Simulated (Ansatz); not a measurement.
```sh
ansatz run in.yaml --threads 2 --pin off --events-out ev --progress --plain --max-ram 4352MiB
```

```yaml
crystal:
  periodic: [false, false, false]
  atoms:
    - {symbol: O, position_ang: [-1.957070, -0.647029, 0.246195]}
    - {symbol: In, position_ang: [-0.288257, 0.126443, -0.131600]}
    - {symbol: Cl, position_ang: [1.758939, -0.884118, 0.888249]}
    - {symbol: H, position_ang: [0.486388, 1.404704, -1.002854]}
basis:
  gaussian: {orbitals: "def2-TZVPPD.json"}
total_charge: -1
hamiltonian: {xc: r2scan, dispersion: d4}
```

What structure does this define?

Formula ClHInO(-). Its SMILES string is `[O-][InH][Cl]`. This geometry has Cs symmetry. All atoms lie on one plane. Coordination: 1 In trigonal planar.

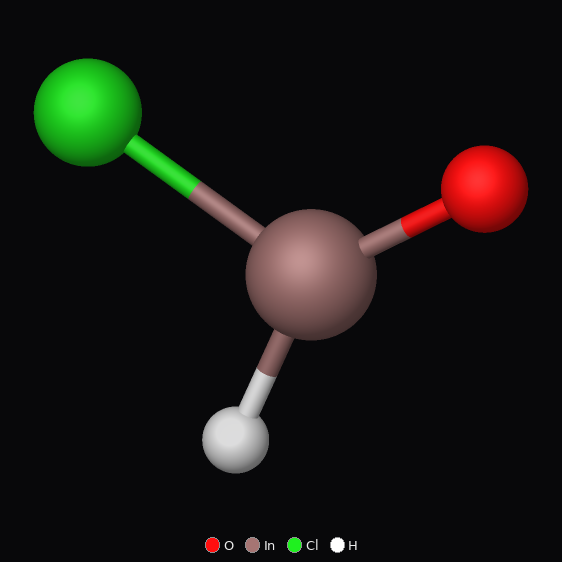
